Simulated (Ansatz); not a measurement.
## Electronic structure of CH$_{7}$AlClNO in real space

The calculation's input:

```
crystal:
  periodic: [false, false, false]
  atoms:
    - { symbol: Al, position_ang: [-0.726889, 0.471967, -0.649265] }
    - { symbol: "N", position_ang: [1.879062, 0.257872, 1.189717] }
    - { symbol: C, position_ang: [-1.871069, -1.010035, -0.041621] }
    - { symbol: Cl, position_ang: [-1.254811, 2.63526, -0.446858] }
    - { symbol: H, position_ang: [2.083398, 0.080065, 0.204327] }
    - { symbol: O, position_ang: [0.765986, 0.095784, -1.647643] }
    - { symbol: H, position_ang: [2.126652, 1.17599, 1.550451] }
    - { symbol: H, position_ang: [2.001124, -0.520991, 1.829177] }
    - { symbol: H, position_ang: [-2.397042, -0.745238, 0.890251] }
    - { symbol: H, position_ang: [-1.229827, -1.889493, 0.143831] }
    - { symbol: H, position_ang: [-2.620509, -1.28389, -0.802823] }
    - { symbol: H, position_ang: [1.243824, 0.732808, -2.219345] }
basis:
  gaussian: { orbitals: "6-31G" }
hamiltonian:
  xc: revpbe
relax:
  f_tol: 0.03
  max_steps: 50
output:
  orbitals: {}
```

Run with:

```sh
ansatz run input.yaml --threads 1 --pin off --max-ram 2048MiB --backend cpu --events-out ev --progress --plain --runs-dir out
```

The fields are those of the relaxed geometry.

Computed with Ansatz, RKS revPBE/6-31G.

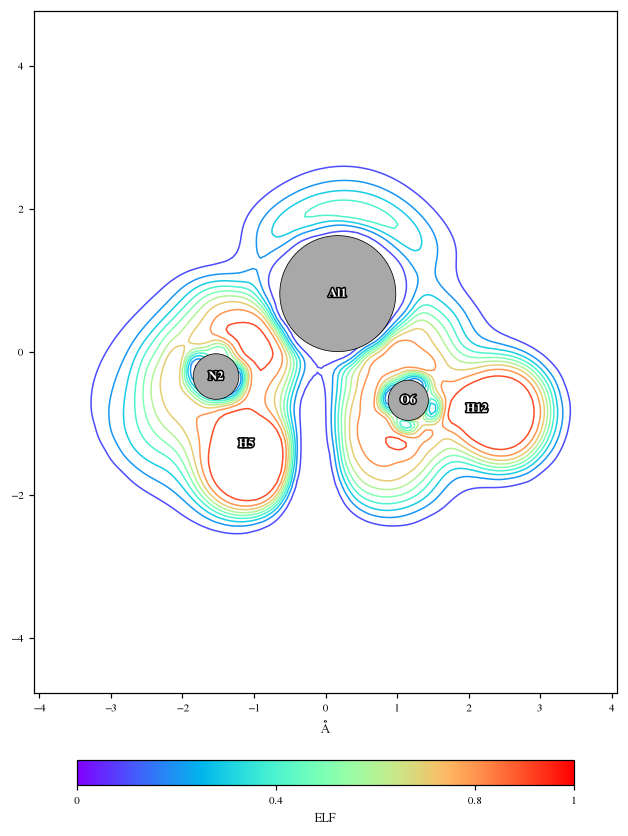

Figure 1. Electron localisation function on the plane of atoms N2, Al1 and O6. Grey discs cover the atomic cores.

**What do the fields say about this system?**

The plane passes through Al, N, H and O nuclei.
Al–O (1.79 Å): the ELF peaks at about 0.85 in the valence shell of O, 0.6 Å from its nucleus, and is about 0.35 at the midpoint.
Al–N (2.06 Å): the ELF peaks at about 0.95 in the valence shell of N, 0.7 Å from its nucleus, and is about 0.65 at the midpoint.
O–H (0.97 Å): the ELF climbs to about 1 towards the hydrogen, as it does in any bond to H: an ordinary covalent bond to hydrogen.
N–H (1.03 Å): the ELF climbs to about 1 towards the hydrogen (a covalent bond by its length).
The ELF also peaks beside O6, away from the bonds: lone-pair regions.

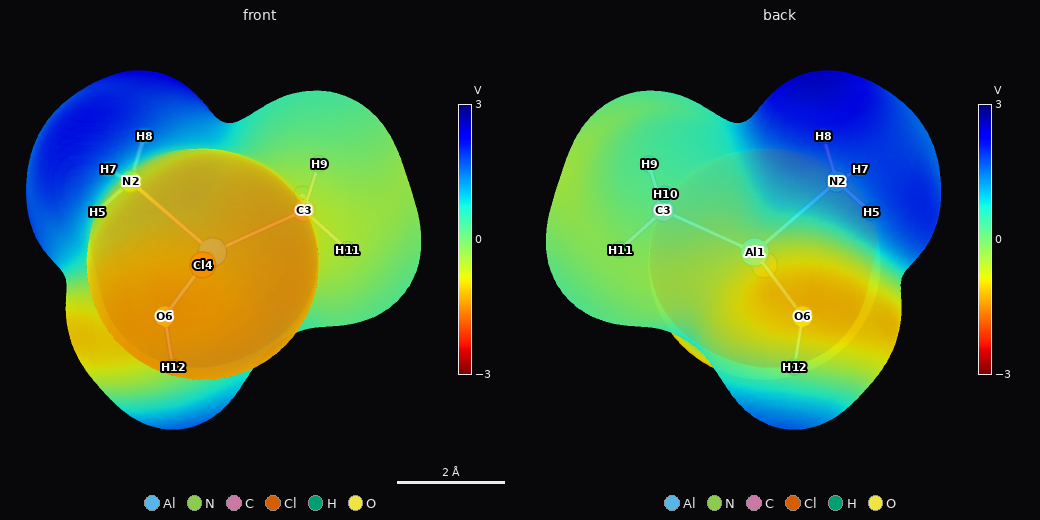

Figure 2. The molecular electrostatic potential painted on the density surface at 0.001 e/bohr³, seen from the front and from behind; the colour scale runs from red (negative) to blue (positive).

**Where is the surface potential most negative and most positive?**

The most negative region (about −1.6 V) lies over Cl4, the most positive (about +2.5 V) over H8.

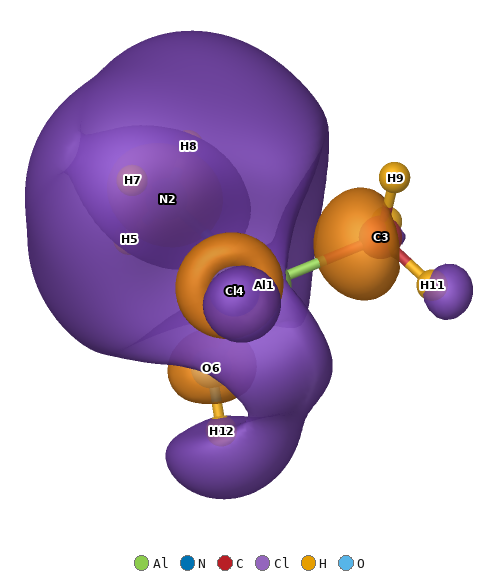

Figure 3. One frontier orbital at ±0.06 Å⁻³ᐟ² (orange and purple are the two phases), seen across its widest extent.

**Which orbital is it: HOMO or LUMO?**

The LUMO, at −0.35 eV. It lies mainly on N2 (about 20 %), H8 (about 20 %), Al1 (about 15 %), H7 (about 10 %) and H5 (about 10 %).
